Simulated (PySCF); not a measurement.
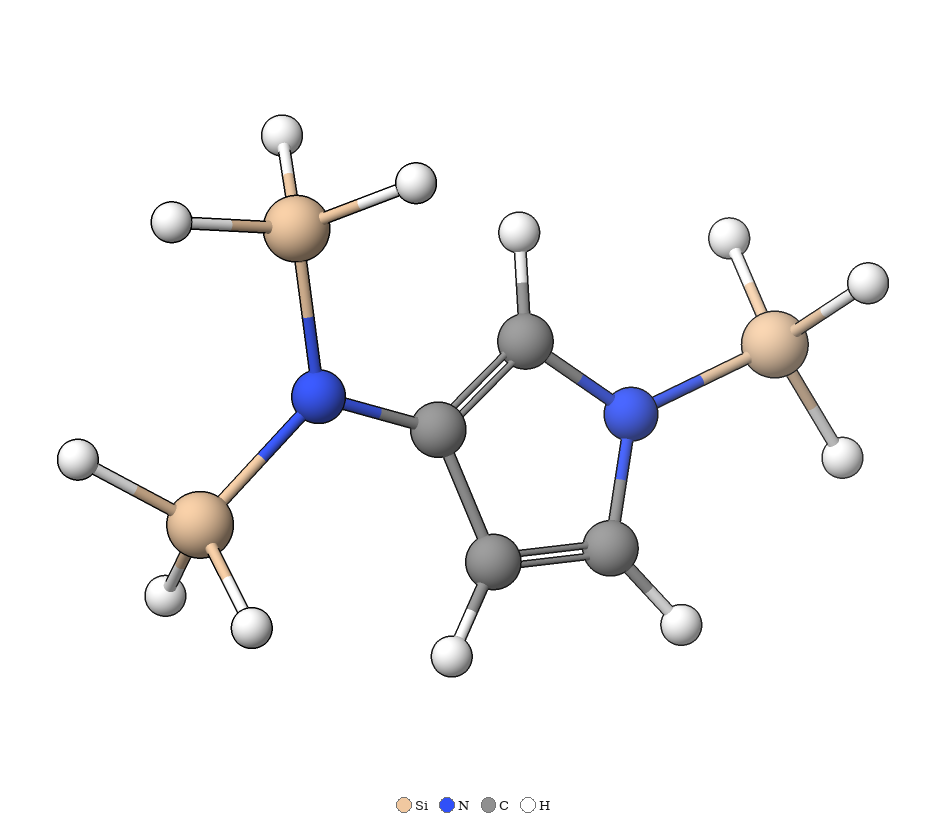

The picture shows a molecular structure as a ball-and-stick model. Double and triple bonds are drawn as two and three sticks.

Computed geometry: PBE0-D3(BJ)/def2-SVP optimisation. No frequency run is at hand to confirm it as a minimum.

Description:

It has 21 atoms: 4 carbon, 12 hydrogen, 2 nitrogen and 3 silicon (C₄H₁₂N₂Si₃). Its SMILES string is `[SiH3]N([SiH3])c1ccn([SiH3])c1`. Independent rings (smallest set): 1 of 5 members, 1 of them aromatic. Among its groups: Si–H bond, Si–N bond. This geometry has C1 symmetry. Coordination: 3 Si tetrahedral; 2 N trigonal planar; 4 C trigonal planar.

More results for the same structure follow; atom numbers are the same in all pictures, views and colours differ.

### Core levels

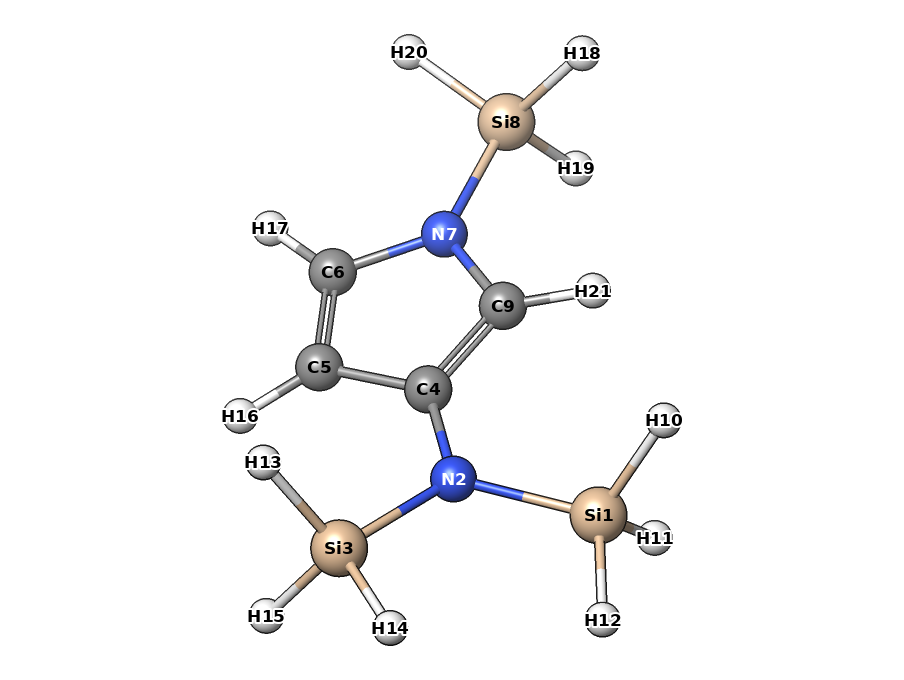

No frequency run is at hand to confirm it as a minimum. Properties computed with delta-SCF UKS SCAN, pcX-2 on the ionised atom, pcseg-1 elsewhere, spin-free X2C (PySCF 2.14.0).

Give the core-electron binding energies (to vacuum; p and d levels without spin–orbit splitting) of Si1 1s, Si1 2p, N2 1s, C4 1s, C5 1s, C6 1s, N7 1s, Si8 1s, Si8 2p, C9 1s.

```tsv
atom	level	binding energy (eV)
Si1	1s	1846.7
Si1	2p	107.1
N2	1s	404.1
C4	1s	290.8
C5	1s	289.6
C6	1s	290.5
N7	1s	405.3
Si8	1s	1847.3
Si8	2p	107.7
C9	1s	290.1
```

### Excitation

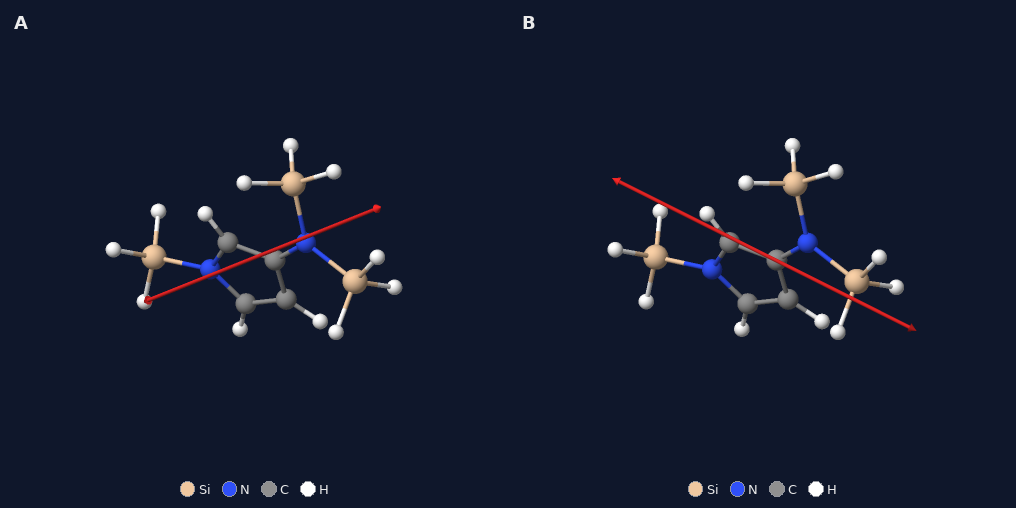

The double arrows show the directions of two transition dipoles from the ground state (lengths mean nothing). No frequency run is at hand to confirm it as a minimum. Properties computed with TDDFT ωB97X-D/def2-SVPD, vertical, gas phase, core orbitals frozen in the response (PySCF 2.14.0).

**One belongs to singlet state 1 and one to singlet state 6. Which is which?**

A: state 6, 6.44 eV (192 nm), oscillator strength 0.20, of mixed character, with the largest part HOMO−1 → LUMO (weight 0.33).
B: state 1, 5.45 eV (227 nm), oscillator strength 0.043, of mixed character, with the largest part HOMO → LUMO+1 (weight 0.45).

### NMR shielding

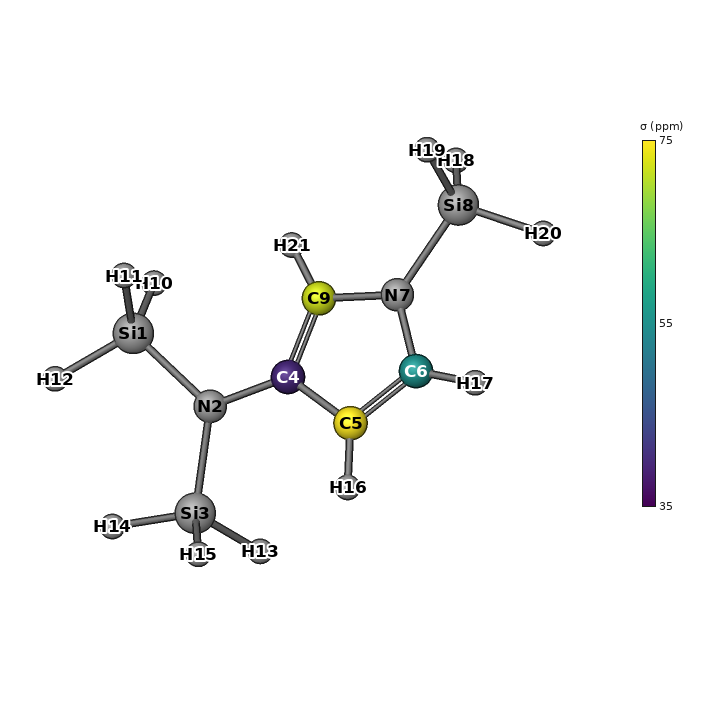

Atoms are coloured by their isotropic NMR shieldings (C only, the others grey). No frequency run is at hand to confirm it as a minimum. Level of theory: GIAO PBE0/pcSseg-1 NMR shielding, non-relativistic, gas phase (PySCF 2.14.0).

List the isotropic NMR shieldings of the C atoms.

```json
{"atom": "C4", "σ (ppm)": "39.7"}
{"atom": "C5", "σ (ppm)": "74.8"}
{"atom": "C6", "σ (ppm)": "55.3"}
{"atom": "C9", "σ (ppm)": "72.1"}
```

### Polarisability

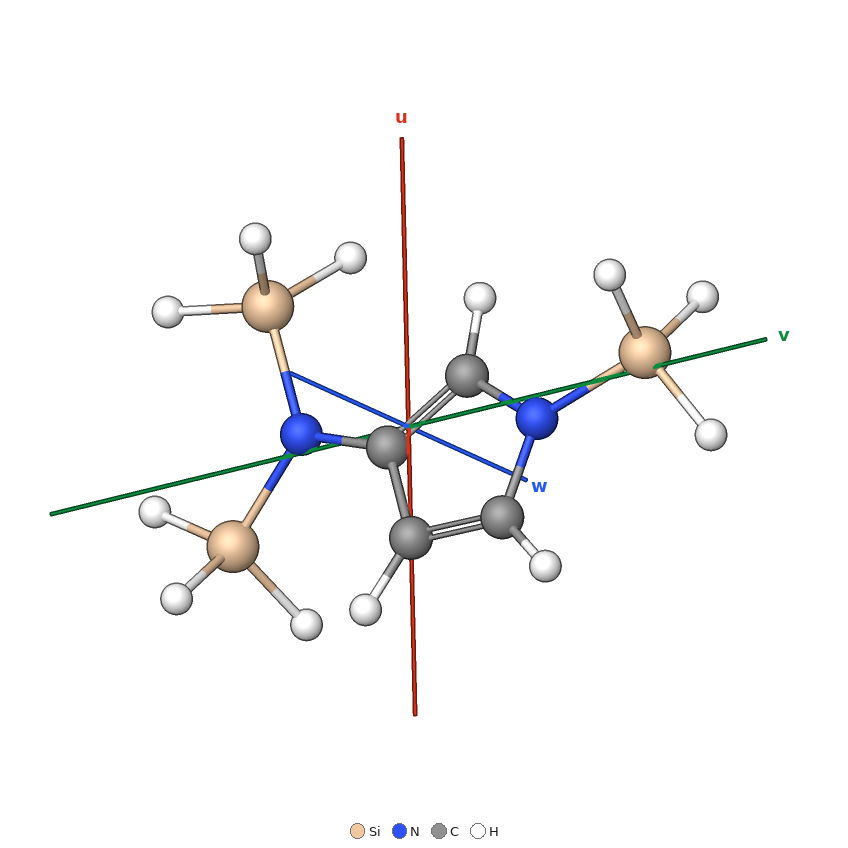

The lines u, v and w are the principal axes of the static dipole polarisability. No frequency run is at hand to confirm it as a minimum. Method: ωB97X-D/def2-SVPD (PySCF 2.14.0).

**Along which axis is the molecule most polarisable, and along which least?**

Most along v, least along w.

**Give the three principal values.**

u 141.7, v 179.1, w 104.9 bohr³; mean 141.9, anisotropy 64.2 bohr³.
